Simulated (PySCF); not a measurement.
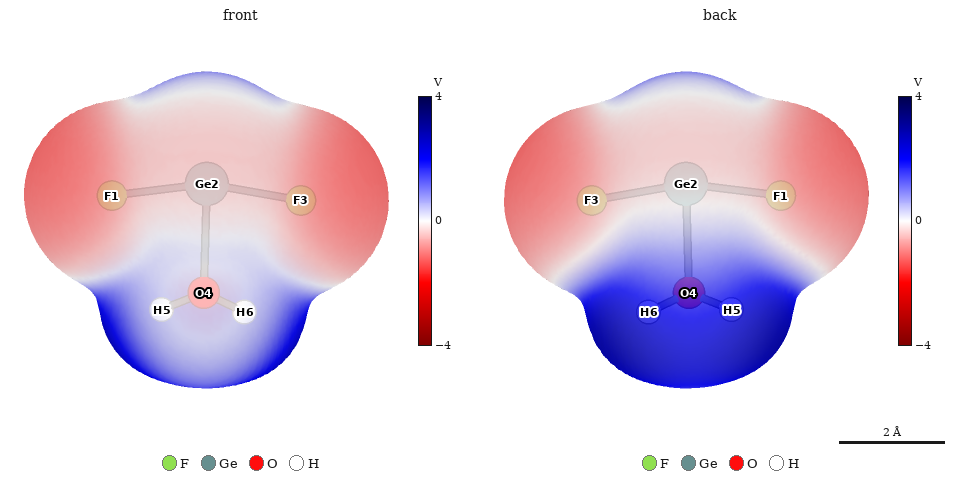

The picture shows: F2GeH2O (triplet). The molecular electrostatic potential painted on the density surface at 0.001 e/bohr³, seen from the front and from behind; the colour scale runs from red (negative) to blue (positive).

Geometry: PBE0-D3(BJ)/def2-SVPD.

Level of theory: PySCF 2.14.0, wB97M-D3(BJ)/def2-TZVPD, SCF density, gas phase.

Input

```
{"job": {"kind": "inter", "xc": "wB97M-D3(BJ)", "basis": "def2-TZVPD", "pairs": false}, "charge": 0, "multiplicity": 3, "parts": [{"atoms": "0-2", "charge": 0, "multiplicity": 3}, {"atoms": "3-5", "charge": 0, "multiplicity": 1}]}
F      1.653919    -0.354074    -0.310761
Ge    -0.114566     0.055518    -0.082361
F     -1.935141     0.098467    -0.251827
O     -0.293306    -1.180561    -1.749720
H      0.431633    -1.819254    -1.774392
H     -1.145480    -1.636074    -1.745826
```

Run with:

```sh
OMP_NUM_THREADS=1 python cluster_run.py task.json out
```

Describe the electrostatic potential map.

Answer. The most negative region (about −1.2 V) lies over F1 and F3, the most positive (about +3.0 V) over H5 and H6.
